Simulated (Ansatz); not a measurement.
```xyz
14

F    -0.3020   -0.2353    2.1972
C     0.1028    0.8208    1.4599
F    -0.2463    1.9473    2.0969
C    -0.6180    0.7840    0.1027
F    -0.1134    1.7742   -0.6567
F    -1.9235    1.0404    0.3067
C    -0.5468   -0.5553   -0.6417
F    -1.2639   -0.4336   -1.7910
C     0.8550   -1.0365   -1.0181
F     1.4973   -0.1806   -1.8010
F     0.7683   -2.1997   -1.6544
F     1.5883   -1.2243    0.0874
H     1.1887    0.7924    1.3480
H    -0.9992   -1.3228   -0.0072
```

Geometry: PBE0-D4/def2-TZVP.

Method: RKS PBE0-D4/def2-TZVPP in Ansatz 0.2.0.

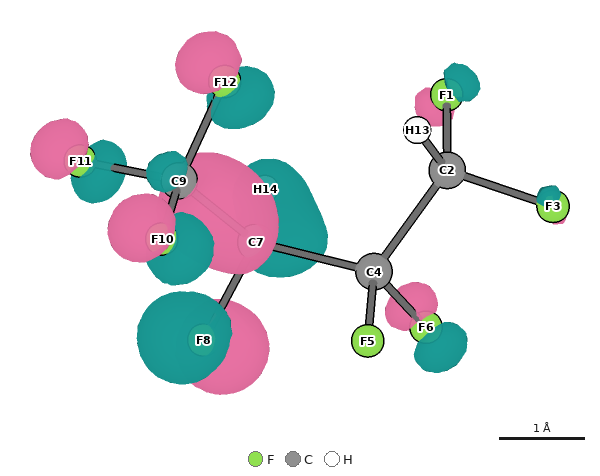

C4H2F8. The HOMO−1 at ±0.2 Å⁻³ᐟ² (teal and pink are the two phases), seen at a tilt.

Where does this orbital lie, and at what energy?

Answer. By Hirshfeld shares it lies mainly on F8 (about 30 %), C7 (about 15 %), C9 (about 15 %), F10 (about 10 %), F12 (about 10 %) and F11 (about 5 %). Its energy is −11.05 eV.
